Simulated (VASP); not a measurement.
Band structure of BaTe (rock salt). Level of theory: PBE GGA with D4 dispersion, VASP's PBE PAW potentials (set 64) (plane waves; VASP).

Unless said otherwise, spin-orbit coupling is left out, though it shifts the bands of the heavy elements here.

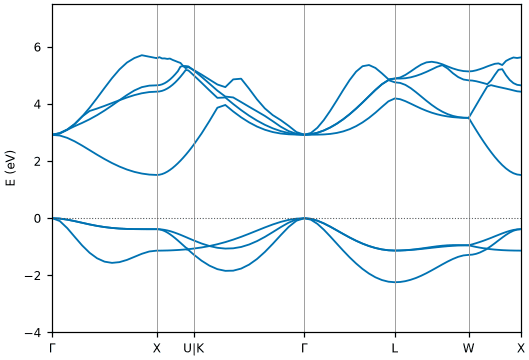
Bands along high-symmetry lines, zero at the valence-band maximum or, without a gap, the Fermi level

Read the plot: is there a gap, and where are the band edges?

The gap is indirect, 1.52 eV, from the valence maximum at Γ to the conduction minimum at X. (Edges off the drawn lines would not show.)

The compound is BaTe in the rock salt structure. It was relaxed first.
